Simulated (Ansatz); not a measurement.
CH$_{3}$F$_{2}$Si (SMILES C[Si-](F)F) (charge −1)

The calculation's input:

```
crystal:
  periodic: [false, false, false]
  atoms:
    - {symbol: C, position_ang: [1.220095, 0.069486, 0.199854]}
    - {symbol: F, position_ang: [-1.269515, -0.990551, 0.533747]}
    - {symbol: F, position_ang: [-0.931769, 1.519175, 1.037154]}
    - {symbol: Si, position_ang: [-0.233757, 0.006247, 1.490411]}
    - {symbol: H, position_ang: [0.838155, 0.321872, -0.805728]}
    - {symbol: H, position_ang: [1.735215, -0.905461, 0.144655]}
    - {symbol: H, position_ang: [1.967513, 0.827945, 0.491462]}
basis:
  gaussian: {orbitals: def2-TZVPD}
total_charge: -1
hamiltonian: {xc: pbe0}
output: {forces: true, orbitals: {seedname: orbitals}}
```

Run with:

```sh
ansatz run input.yaml --threads 2 --pin off --max-ram 4350MiB --events-out events.jsonl --progress --plain --runs-dir runs
```

Geometry: PBE0-D3(BJ)/def2-SVPD.

The calculation used isolated molecule in a Gaussian basis; Kohn-Sham density functional theory, functional PBE0 in Ansatz 0.2.0.

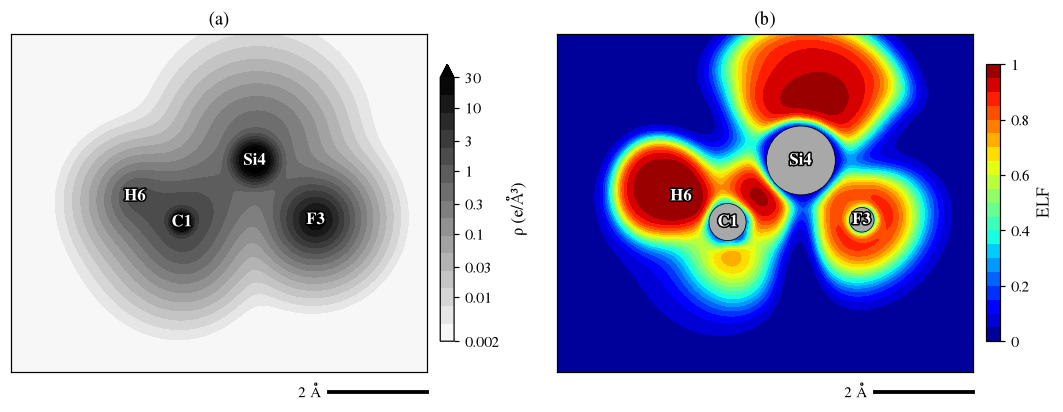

Figure 1. (a) total electron density; (b) ELF on the plane of atoms C1, Si4 and F3. Grey discs cover the atomic cores in the ELF map.

> Interpret the plot.

Atoms in the plane: C, F, Si and H.
Si–F (1.73 Å): ρ at the midpoint is about 0.86 e/Å³; the ELF peaks at about 0.85 in the valence shell of F, 0.6 Å from its nucleus, and is about 0.50 at the midpoint.
C–Si (1.95 Å): the density is about 0.86 e/Å³ at the midpoint; the ELF peaks at about 0.95 between the atoms (a covalent bond).
C–H (1.10 Å): ρ at the midpoint is about 1.9 e/Å³; the ELF climbs to about 1 towards the hydrogen, as it does in any bond to H (an ordinary covalent bond to hydrogen).
The ELF also peaks beside F3 and Si4, away from the bonds: lone-pair regions.

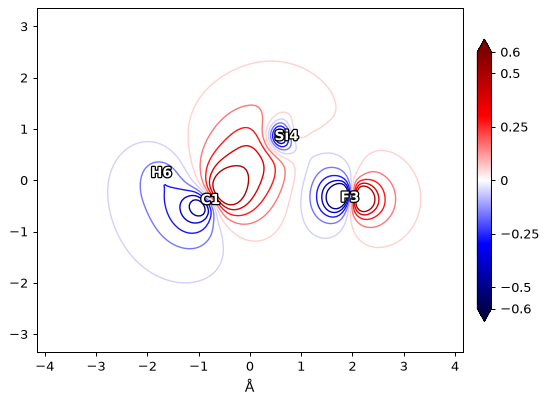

Figure 2. The HOMO−1 on the plane of atoms C1, Si4 and F3 (values in Å⁻³ᐟ²; the overall sign is arbitrary).

> What is the character of this orbital?

By Hirshfeld shares it lies mainly on C1 (about 35 %), Si4 (about 25 %), F2 (about 15 %) and F3 (about 15 %). Its energy is −4.14 eV.
